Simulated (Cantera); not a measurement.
A closed system holds: 1 mol CH4, a varied amount of H2O, equilibrated at 877 °C and 16.0 Pa.

Method: chemical equilibrium by Gibbs-energy minimisation in Cantera with the NASA 1993 tables (ideal gas, pure condensed phases). Candidate condensed phases: C, C6H6, C7H8, C8H18, H2O; 110 gas species. The numbers say what is thermodynamically allowed, not how fast it happens.

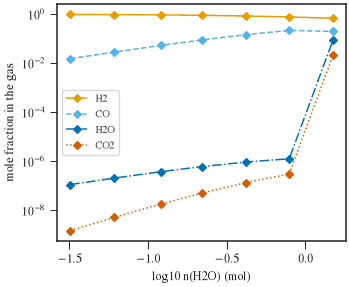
Figure: Equilibrium gas composition (values under 1e-9 drawn at 1e-9)

Read off the mole fractions at 1.5 mol H2O.

H2 about 0.69, CO about 0.20, H2O about 0.089, CO2 about 0.022.
